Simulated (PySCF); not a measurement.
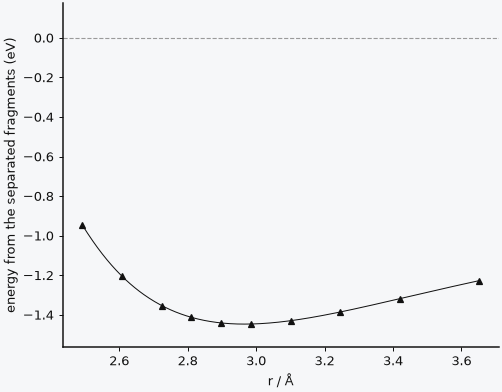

Bond curve of Br₂⁻, doublet (excess alpha electrons: σ +1). B3LYP/def2-TZVPPD, PySCF, UKS. One reference determinant with the occupation held, the lowest that a PBE0 search over spins and occupations found; no spin-orbit coupling. Zero is the separated fragments in their ground configurations, without counterpoise. The fragments are Br + Br⁻. 2 further points of the run are not drawn.

What constants does a Dunham fit to the curve give (main isotopes)?

re = 2.966 Å, ωe = 125 cm⁻¹, ωexe = 0.9 cm⁻¹, De = 1.45 eV, Be = 0.0486 cm⁻¹.

Give the computed points.

```
r (Å)  E (eV)
2.492   −0.95
2.608   −1.20
2.724   −1.35
2.811   −1.41
2.898   −1.44
2.985   −1.45
3.101   −1.43
3.246   −1.39
3.420   −1.32
3.652   −1.23
```

Caveats: lowest determinant of a PBE0 search, another state may lie lower; no scalar relativity; spin-orbit coupling is left out; it can lower the fragment Br more than the molecule, and De with it.
